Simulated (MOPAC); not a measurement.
## Frequency calculation of CH6O3Ti (part 2 of 3)

The same run, continued: CH6O3Ti; PM6-D3, closed shell, dispersion D3 (MOPAC 23.2.5). The geometry was optimised with PM6-D3.

Geometry of the input (Å):
```
C  -1.5498  -0.0755  0.0257
Ti 0.4219  -0.0013  0.0979
O  0.9892  -0.6063  1.7015
O  0.9383  1.7337  -0.1187
O  1.1116  -1.0091  -1.2318
H  -1.6088  0.6821  0.8598
H  -1.5316  0.4295  -0.9832
H  -2.3677  -0.7865  0.0890
H  1.2807  -0.9253  2.5207
H  1.2210  2.6025  -0.2262
H  1.4655  -1.5335  -1.9083
```

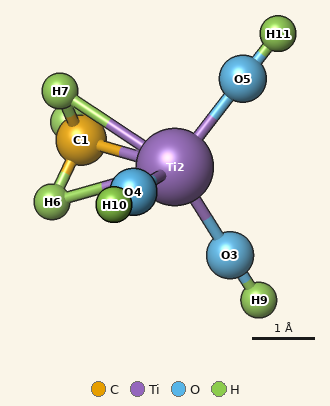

Fig. 1: The structure (ball-and-stick view, seen at a tilt; atoms are numbered from 1 in the order of the input). Sticks mark near contacts.

Output, continued
```
           1   -0.0000   -0.0088   -0.0675    0.0340   -0.0000   -0.0001   -0.0000    0.0009
           2   -0.0036    0.0012   -0.0210   -0.0192   -0.0431    0.0002   -0.0004   -0.0003
           3    0.0021    0.0021   -0.0368   -0.0336    0.0245    0.0003    0.0002   -0.0006
           4    0.0000    0.0171    0.0020   -0.0022    0.0000    0.0002   -0.0000   -0.0009
           5    0.0167   -0.0026    0.0005   -0.0000    0.0011   -0.0008   -0.0017   -0.0001
           6   -0.0095   -0.0045    0.0009   -0.0000   -0.0006   -0.0015    0.0009   -0.0002
           7    0.0240   -0.0368    0.0010    0.0003    0.0003   -0.0034   -0.0089   -0.0066
           8   -0.0329    0.0051   -0.0009    0.0000   -0.0009   -0.0097   -0.0246   -0.0187
           9    0.0080   -0.0001   -0.0007    0.0000    0.0003    0.0001   -0.0004   -0.0002
          10   -0.0000   -0.0190    0.0002   -0.0007   -0.0000    0.0103    0.0000   -0.0043
          11   -0.0113    0.0059   -0.0003   -0.0005   -0.0006   -0.0145    0.0001    0.0063
          12    0.0064    0.0104   -0.0006   -0.0009    0.0004   -0.0254   -0.0000    0.0111
          13   -0.0240   -0.0368    0.0010    0.0003   -0.0002   -0.0034    0.0088   -0.0066
          14   -0.0237   -0.0027   -0.0001    0.0000   -0.0007    0.0050   -0.0122    0.0093
          15    0.0242    0.0043   -0.0011    0.0000    0.0006   -0.0083    0.0214   -0.0162
          16    0.0223    0.0051    0.2440   -0.1154   -0.1879   -0.0017   -0.0003    0.0002
          17    0.0059    0.0059    0.1431    0.3297    0.1137    0.0040    0.0026   -0.0066
          18    0.0049    0.0062    0.0549    0.1626    0.0890   -0.0078   -0.0038    0.0128
          19   -0.0223    0.0051    0.2439   -0.1155    0.1879   -0.0017    0.0003    0.0002
          20   -0.0012    0.0023   -0.0259   -0.0283   -0.0187   -0.0087    0.0046    0.0144
          21   -0.0075    0.0083    0.1511    0.3665   -0.1431   -0.0005   -0.0003    0.0008
          22    0.0000   -0.0215    0.1905   -0.0728    0.0001   -0.0005   -0.0000    0.0051
          23   -0.0055   -0.0071    0.1242   -0.0673    0.3987    0.0016   -0.0006   -0.0027
          24    0.0032   -0.0126    0.2182   -0.1182   -0.2271    0.0028    0.0003   -0.0048
          25   -0.3276    0.3280   -0.0049   -0.0042   -0.0050    0.0621    0.1565    0.1135
          26    0.0980   -0.1229    0.0028    0.0006    0.0012    0.1751    0.4402    0.3210
          27   -0.0809    0.0076    0.0049    0.0008   -0.0015    0.0010    0.0045    0.0029
          28    0.0000    0.1168    0.0078    0.0102   -0.0000   -0.1847    0.0000    0.0755
          29    0.1080    0.0279    0.0005    0.0018    0.0026    0.2584   -0.0007   -0.1063
          30   -0.0615    0.0491    0.0009    0.0033   -0.0015    0.4536    0.0004   -0.1866
          31    0.3277    0.3281   -0.0049   -0.0042    0.0050    0.0620   -0.1563    0.1134
          32    0.1194    0.0691    0.0028    0.0004    0.0019   -0.0885    0.2207   -0.1613
          33   -0.0429   -0.1017    0.0049    0.0009   -0.0003    0.1511   -0.3809    0.2776

   Root No.      25        26        27

                11 A"     15 A'     16 A'

                2563.4    2569.6    2733.0

           1   -0.0000    0.0067   -0.0458
           2   -0.0493   -0.0183    0.0175
           3    0.0281   -0.0321    0.0307
           4   -0.0000   -0.0019   -0.0007
           5   -0.0006   -0.0002    0.0000
           6    0.0003   -0.0004    0.0000
           7    0.0002    0.0004    0.0002
           8    0.0002    0.0008    0.0006
           9   -0.0000    0.0000    0.0000
          10   -0.0000    0.0006    0.0004
          11    0.0001   -0.0008   -0.0004
          12   -0.0000   -0.0014   -0.0006
          13   -0.0002    0.0004    0.0002
          14    0.0001   -0.0003   -0.0002
          15   -0.0001    0.0008    0.0005
          16   -0.0238    0.0222   -0.0148
          17    0.1899   -0.2113   -0.0202
          18   -0.4098    0.3786    0.0602
          19    0.0240    0.0224   -0.0148
          20    0.4494    0.4334    0.0621
          21    0.0457    0.0114    0.0133
          22   -0.0000   -0.0453    0.6023
          23   -0.0239    0.0073   -0.2511
          24    0.0136    0.0127   -0.4405
          25   -0.0019   -0.0032   -0.0019
          26   -0.0042   -0.0100   -0.0060
          27   -0.0003    0.0001   -0.0003
          28   -0.0000   -0.0059   -0.0028
          29    0.0005    0.0094    0.0042
          30   -0.0003    0.0166    0.0074
          31    0.0019   -0.0032   -0.0019
          32   -0.0019    0.0053    0.0028
          33    0.0037   -0.0085   -0.0053

           MASS-WEIGHTED COORDINATE ANALYSIS (NORMAL COORDINATES)

   Root No.       1         2         3         4         5         6         7         8

                 1 A"      1 A'      2 A"      2 A'      3 A"      3 A'      4 A'      4 A"

                 129.7     141.5     153.5     160.0     180.4     195.5     221.5     298.6

           1    0.0001    0.0224    0.0000   -0.0167   -0.0001    0.2678    0.1842   -0.0001
           2    0.3285    0.2112    0.0972    0.0798   -0.2995   -0.0556    0.2187   -0.3526
           3   -0.1863    0.3724   -0.0552    0.1405    0.1702   -0.0978    0.3846    0.2005
           4   -0.0000    0.0077   -0.0000    0.2841    0.0001    0.4541   -0.1151    0.0000
           5   -0.0168    0.0169   -0.0873   -0.1756    0.4186    0.0726   -0.1461    0.0525
           6    0.0096    0.0296    0.0498   -0.3082   -0.2384    0.1277   -0.2565   -0.0299
           7   -0.3879   -0.2303   -0.0436   -0.2081    0.1678   -0.2729   -0.0991    0.0772
           8    0.1294    0.0922   -0.0538    0.0285    0.1873    0.2411   -0.0895    0.0023
           9    0.2045   -0.4154    0.0060    0.2587    0.2507   -0.0960    0.2283   -0.0582
          10   -0.0007    0.4281   -0.0000    0.0779    0.0002   -0.4242    0.1107    0.0004
          11   -0.3597    0.0755    0.1719   -0.0918   -0.3790   -0.0788   -0.1065    0.0905
          12    0.2047    0.1321   -0.0979   -0.1617    0.2160   -0.1399   -0.1871   -0.0514
          13    0.3885   -0.2293    0.0436   -0.2077   -0.1682   -0.2733   -0.0986   -0.0775
          14   -0.1104   -0.4038   -0.0328    0.2076   -0.1199   -0.2067    0.2422    0.0514
          15   -0.2159   -0.1329    0.0431    0.1559   -0.2888    0.1577    0.0392    0.0279
          16    0.1980    0.0038    0.0546   -0.3063   -0.0528    0.1688    0.3820    0.5887
          17    0.1367    0.0618   -0.5205    0.0158   -0.2348   -0.0123    0.0733    0.0840
          18   -0.0474    0.1049   -0.2857    0.0667   -0.0251   -0.0326    0.0742    0.0928
          19   -0.1980    0.0041   -0.0548   -0.3062    0.0528    0.1687    0.3821   -0.5886
          20    0.1107    0.0583   -0.0197    0.0493   -0.0983   -0.0217    0.0261   -0.0368
          21   -0.0931    0.1067    0.5935    0.0475    0.2146   -0.0275    0.1011   -0.1199
          22    0.0001    0.0138    0.0001    0.2817   -0.0001    0.0003   -0.2364    0.0000
          23    0.2193    0.0652    0.3966    0.2020   -0.0461   -0.0650   -0.1194    0.2208
          24   -0.1246    0.1153   -0.2259    0.3550    0.0261   -0.1141   -0.2095   -0.1259
          25   -0.1455   -0.0896   -0.0276   -0.1109    0.0717   -0.1594   -0.0405    0.0739
          26    0.0489    0.0347   -0.0059    0.0271    0.0371    0.0933   -0.0171   -0.0184
          27    0.0793   -0.1568   -0.0038    0.1267    0.1199   -0.0472    0.1330   -0.0177
          28   -0.0003    0.1524    0.0000   -0.0020    0.0001   -0.2071    0.0573    0.0001
          29   -0.1326    0.0278    0.0755   -0.0292   -0.1845   -0.0372   -0.0181    0.0256
          30    0.0754    0.0486   -0.0430   -0.0515    0.1051   -0.0659   -0.0319   -0.0145
          31    0.1458   -0.0892    0.0276   -0.1108   -0.0718   -0.1596   -0.0403   -0.0741
          32   -0.0435   -0.1524    0.0002    0.0951   -0.0842   -0.0886    0.1232    0.0059
          33   -0.0827   -0.0502    0.0070    0.0877   -0.0931    0.0559    0.0530    0.0249

   Root No.       9        10        11        12        13        14        15        16

                 5 A'      6 A'      7 A'      5 A"      6 A"      8 A'      7 A"      9 A'

                 564.8     662.3     694.0     697.5     703.8     712.5     745.0     753.5

           1    0.7139   -0.1925   -0.0106   -0.0000   -0.0000   -0.0299    0.0000    0.0243
           2   -0.0485    0.0191    0.0096   -0.0051   -0.0005    0.0045    0.0063   -0.0154
           3   -0.0850    0.0333    0.0164    0.0025    0.0004    0.0079   -0.0034   -0.0268
           4   -0.2915    0.3656   -0.0442   -0.0001    0.0000    0.1228    0.0001    0.0010
           5   -0.0091   -0.0316   -0.2208   -0.3855    0.0861    0.0403    0.2365    0.1781
           6   -0.0161   -0.0554   -0.3877    0.2196   -0.0490    0.0707   -0.1347    0.3127
           7   -0.0809   -0.1082    0.1374    0.1969   -0.0315    0.0192   -0.1722   -0.0583
           8   -0.1805   -0.4282    0.3148    0.4517   -0.1002   -0.1479   -0.1651   -0.1454
           9   -0.0039   -0.0150   -0.1273    0.0304   -0.2133   -0.0005    0.1217   -0.2250
          10   -0.0977   -0.0827   -0.1938    0.0003   -0.0001   -0.3220   -0.0002    0.0979
          11    0.1317    0.2599    0.2310   -0.1562   -0.1518   -0.0353   -0.2071   -0.1362
          12    0.2326    0.4592    0.4053    0.0891    0.0865   -0.0616    0.1179   -0.2391
          13   -0.0811   -0.1081    0.1368   -0.1970    0.0316    0.0193    0.1722   -0.0581
          14    0.0897    0.2078   -0.2704    0.2045    0.1324    0.0755   -0.1890   -0.1193
          15   -0.1566   -0.3746    0.2058   -0.4039    0.1950   -0.1271    0.0799   -0.2398
          16    0.0714    0.0048    0.0239    0.0054    0.0001   -0.0148   -0.0119   -0.0321
          17   -0.0191    0.0111    0.0032   -0.0069    0.0016   -0.0155   -0.0020   -0.0115
          18   -0.0370    0.0211    0.0003    0.0005    0.0004   -0.0041   -0.0032   -0.0081
          19    0.0714    0.0048    0.0238   -0.0053   -0.0001   -0.0148    0.0119   -0.0320
          20   -0.0221    0.0125   -0.0012   -0.0040    0.0005    0.0044    0.0017   -0.0011
          21   -0.0351    0.0207    0.0028    0.0055   -0.0016   -0.0153    0.0034   -0.0140
          22    0.4007   -0.1401   -0.0266   -0.0000    0.0000   -0.0168    0.0000    0.0298
          23    0.1088   -0.0493   -0.0125    0.0114   -0.0034   -0.0045   -0.0117    0.0103
          24    0.1910   -0.0869   -0.0221   -0.0067    0.0020   -0.0079    0.0067    0.0182
          25    0.0197   -0.1345   -0.0321   -0.0458   -0.0132   -0.1896    0.2529    0.0155
          26   -0.0616   -0.0594    0.0861    0.1278   -0.0247    0.0370   -0.1322   -0.0449
          27   -0.0075    0.0380    0.3416   -0.0818    0.5600   -0.0161   -0.3083    0.5570
          28   -0.0034   -0.2646    0.0642    0.0003    0.0001    0.8118    0.0001   -0.0138
          29    0.0352    0.0153    0.0667    0.4192    0.4056    0.1471    0.5301   -0.0328
          30    0.0624    0.0278    0.1172   -0.2388   -0.2310    0.2588   -0.3020   -0.0576
          31    0.0196   -0.1345   -0.0322    0.0458    0.0131   -0.1897   -0.2528    0.0157
          32    0.0253    0.0640    0.2498    0.1355   -0.4943   -0.0324    0.1978    0.5020
          33   -0.0565   -0.0312    0.2482   -0.0681   -0.2644    0.0237    0.2709    0.2455

   Root No.      17        18        19        20        21        22        23        24

                 8 A"     10 A'     11 A'     12 A'      9 A"     13 A'     10 A"     14 A'

                 755.1     781.4    1086.0    1171.2    1221.6    2448.3    2455.5    2472.0

           1   -0.0000   -0.0530   -0.3989    0.1977   -0.0001   -0.0004   -0.0000    0.0056
           2   -0.0215    0.0071   -0.1238   -0.1114   -0.2505    0.0009   -0.0019   -0.0022
           3    0.0124    0.0124   -0.2175   -0.1956    0.1428    0.0015    0.0010   -0.0039
           4    0.0001    0.2050    0.0231   -0.0250    0.0000    0.0027   -0.0000   -0.0109
           5    0.1982   -0.0306    0.0059   -0.0001    0.0123   -0.0091   -0.0168   -0.0017
           6   -0.1129   -0.0537    0.0104   -0.0003   -0.0070   -0.0161    0.0096   -0.0029
           7    0.1642   -0.2545    0.0068    0.0022    0.0017   -0.0218   -0.0521   -0.0478
           8   -0.2251    0.0353   -0.0062    0.0002   -0.0062   -0.0613   -0.1450   -0.1361
           9    0.0550   -0.0010   -0.0046    0.0002    0.0021    0.0003   -0.0023   -0.0013
          10   -0.0001   -0.1319    0.0015   -0.0048   -0.0001    0.0651    0.0001   -0.0316
          11   -0.0770    0.0407   -0.0022   -0.0036   -0.0043   -0.0919    0.0005    0.0462
          12    0.0438    0.0719   -0.0040   -0.0062    0.0024   -0.1612   -0.0003    0.0806
          13   -0.1642   -0.2546    0.0069    0.0021   -0.0017   -0.0219    0.0520   -0.0478
          14   -0.1621   -0.0184   -0.0009    0.0001   -0.0049    0.0316   -0.0720    0.0680
          15    0.1655    0.0300   -0.0077    0.0003    0.0042   -0.0525    0.1259   -0.1180
          16    0.0384    0.0088    0.4174   -0.1942   -0.3166   -0.0027   -0.0005    0.0004
          17    0.0101    0.0102    0.2448    0.5551    0.1915    0.0064    0.0039   -0.0121
          18    0.0085    0.0108    0.0939    0.2737    0.1500   -0.0124   -0.0057    0.0234
          19   -0.0384    0.0088    0.4173   -0.1944    0.3166   -0.0028    0.0005    0.0004
          20   -0.0021    0.0040   -0.0443   -0.0476   -0.0314   -0.0139    0.0068    0.0263
          21   -0.0130    0.0144    0.2586    0.6170   -0.2411   -0.0008   -0.0005    0.0014
          22    0.0000   -0.0373    0.3260   -0.1226    0.0002   -0.0008   -0.0000    0.0093
          23   -0.0094   -0.0124    0.2125   -0.1133    0.6717    0.0026   -0.0009   -0.0050
          24    0.0054   -0.0219    0.3734   -0.1990   -0.3826    0.0045    0.0005   -0.0087
          25   -0.5630    0.5700   -0.0084   -0.0071   -0.0084    0.0989    0.2311    0.2074
          26    0.1683   -0.2135    0.0048    0.0010    0.0021    0.2787    0.6501    0.5865
          27   -0.1390    0.0132    0.0084    0.0013   -0.0025    0.0016    0.0067    0.0054
          28    0.0000    0.2030    0.0134    0.0171   -0.0000   -0.2941    0.0000    0.1379
          29    0.1855    0.0485    0.0009    0.0031    0.0043    0.4114   -0.0011   -0.1942
          30   -0.1057    0.0853    0.0016    0.0055   -0.0025    0.7221    0.0006   -0.3410
          31    0.5631    0.5701   -0.0084   -0.0071    0.0085    0.0988   -0.2308    0.2071
          32    0.2051    0.1201    0.0048    0.0006    0.0032   -0.1408    0.3259   -0.2947
          33   -0.0738   -0.1767    0.0084    0.0015   -0.0005    0.2406   -0.5626    0.5072

   Root No.      25        26        27

                11 A"     15 A'     16 A'

                2563.4    2569.6    2733.0

           1   -0.0001    0.0365   -0.1935
           2   -0.2540   -0.1001    0.0740
           3    0.1447   -0.1758    0.1296
           4   -0.0000   -0.0203   -0.0059
           5   -0.0063   -0.0025    0.0001
           6    0.0036   -0.0045    0.0002
           7    0.0014    0.0026    0.0011
           8    0.0011    0.0053    0.0027
           9   -0.0003    0.0002    0.0001
          10   -0.0000    0.0035    0.0019
          11    0.0004   -0.0053   -0.0019
          12   -0.0003   -0.0088   -0.0031
          13   -0.0013    0.0026    0.0010
          14    0.0008   -0.0022   -0.0012
          15   -0.0009    0.0049    0.0025
          16   -0.0355    0.0352   -0.0181
          17    0.2837   -0.3353   -0.0247
          18   -0.6121    0.6010    0.0736
          19    0.0358    0.0355   -0.0181
          20    0.6711    0.6880    0.0760
          21    0.0682    0.0182    0.0163
          22   -0.0000   -0.0720    0.7367
          23   -0.0357    0.0115   -0.3071
          24    0.0203    0.0201   -0.5388
          25   -0.0029   -0.0050   -0.0023
          26   -0.0063   -0.0159   -0.0073
          27   -0.0004    0.0001   -0.0004
          28   -0.0000   -0.0093   -0.0034
          29    0.0007    0.0150    0.0051
          30   -0.0004    0.0264    0.0091
          31    0.0029   -0.0050   -0.0023
          32   -0.0028    0.0083    0.0034
          33    0.0056   -0.0135   -0.0065

          DESCRIPTION OF VIBRATIONS

 VIBRATION          1    1A"          ATOM PAIR      ENERGY CONTRIBUTION    RADIAL
 FREQUENCY           129.69         C  1 -- H  8         +17.7% (255.3%)      0.0%
 TRANSITION DIPOLE   0.1358         C  1 -- Ti 2         +16.3% (245.0%)      0.0%
 TRAVEL (Ang.)       0.4940         C  1 -- H  6         +16.1% (243.4%)     45.9%
 REDUCED MASS        2.1301         C  1 -- H  7         +16.0% (243.3%)     45.7%
 EFFECTIVE MASS     72.0348         Ti 2 -- H  7         +12.3% (212.6%)     19.4%
 FORCE CONSTANT      0.0211         Ti 2 -- H  6         +12.2% (212.2%)     19.4%

 VIBRATION          2    1A'          ATOM PAIR      ENERGY CONTRIBUTION    RADIAL
 FREQUENCY           141.49         C  1 -- Ti 2         +22.8% (229.7%)      0.1%
 TRANSITION DIPOLE   0.2012         C  1 -- H  8         +16.1% (193.2%)     37.1%
 TRAVEL (Ang.)       0.4097         C  1 -- H  7         +16.1% (193.0%)     32.6%
 REDUCED MASS        2.8386         C  1 -- H  6         +16.0% (192.8%)     32.3%
 EFFECTIVE MASS     64.5490
 FORCE CONSTANT      0.0335

 VIBRATION          3    2A"          ATOM PAIR      ENERGY CONTRIBUTION    RADIAL
 FREQUENCY           153.52         C  1 -- H  6         +21.5% (342.8%)      1.0%
 TRANSITION DIPOLE   0.1653         C  1 -- H  7         +21.5% (342.8%)      0.8%
 TRAVEL (Ang.)       0.0000         Ti 2 -- H  7         +20.7% (336.2%)      0.0%
 REDUCED MASS        0.3307         Ti 2 -- H  6         +20.7% (336.2%)      0.0%
 EFFECTIVE MASS      7.7408         C  1 -- H  8         +13.4% (270.9%)      0.0%
 FORCE CONSTANT      0.0046

 VIBRATION          4    2A'          ATOM PAIR      ENERGY CONTRIBUTION    RADIAL
 FREQUENCY           159.99         C  1 -- H  8         +20.3% (228.5%)      3.8%
 TRANSITION DIPOLE   0.3006         Ti 2 -- H  6         +13.2% (184.1%)     28.5%
 TRAVEL (Ang.)       0.4062         Ti 2 -- H  7         +13.2% (184.1%)     28.4%
 REDUCED MASS        2.5543         C  1 -- H  6         +10.4% (163.1%)      1.6%
 EFFECTIVE MASS     66.3653         C  1 -- H  7         +10.3% (163.1%)      1.6%
 FORCE CONSTANT      0.0385
```
